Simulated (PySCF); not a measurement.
| atom | x (Å) | y (Å) | z (Å) |
| --- | --- | --- | --- |
| B | -4.5184 | 0.7748 | 0.2114 |
| Si | -3.3449 | -0.7609 | 0.4321 |
| O | -1.8685 | -0.2858 | -0.0680 |
| C | -0.6753 | -1.0224 | -0.0393 |
| C | 0.4542 | -0.1738 | -0.5333 |
| C | 1.4842 | 0.1955 | 0.2090 |
| C | 2.6195 | 1.0482 | -0.2586 |
| C | 3.9648 | 0.3838 | 0.0302 |
| H | -4.1744 | 1.8217 | -0.1747 |
| H | -5.6463 | 0.6534 | 0.4945 |
| H | -3.2239 | -1.2820 | 1.8160 |
| H | -3.7203 | -1.9886 | -0.3111 |
| H | -0.7885 | -1.9106 | -0.6766 |
| H | -0.4802 | -1.3645 | 0.9841 |
| H | 0.3573 | 0.1662 | -1.5553 |
| H | 1.5541 | -0.1425 | 1.2356 |
| H | 2.5225 | 1.2442 | -1.3278 |
| H | 2.5786 | 2.0082 | 0.2652 |
| H | 4.0354 | -0.5682 | -0.4910 |
| H | 4.0779 | 0.1999 | 1.0965 |
| H | 4.7833 | 1.0202 | -0.2981 |

Geometry: GFN2-xTB.

All numbers below come from PySCF, PBE0/pcSseg-1, SCF density, gas phase, non-relativistic.

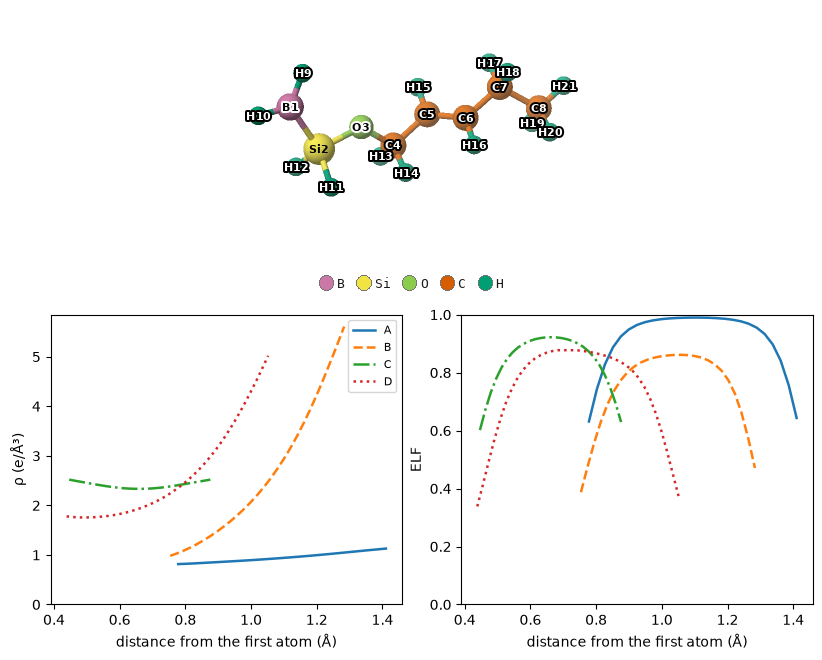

C5H13BOSi (SMILES B[SiH2]OC/C=C/CC). Electron density and ELF along straight lines between neighbouring atoms. The curves leave out the atomic cores. The structure is drawn too.

Which curve belongs to which contact (C–C, C–O, Si–B and Si–O)? The first atom named is at distance zero.

Curve A: Si–B (1.95 Å): ρ is about 0.88 e/Å³ halfway; the ELF peaks at about 1 between the atoms; a shared electron pair. Curve B: Si–O (1.63 Å): the density is about 1.1 e/Å³ at the midpoint; the ELF peaks at about 0.85 between the atoms, as expected for a shared but strongly polarised pair. Curve C: C–C (1.32 Å): ρ at the midpoint is about 2.3 e/Å³; the ELF peaks at about 0.90 between the atoms: a short, multiple covalent bond. Curve D: C–O (1.40 Å): the density is about 2 e/Å³ at the midpoint, with its minimum of 1.8 e/Å³ about 0.5 Å from C; the ELF peaks at about 0.90 between the atoms: a shared but strongly polarised pair.
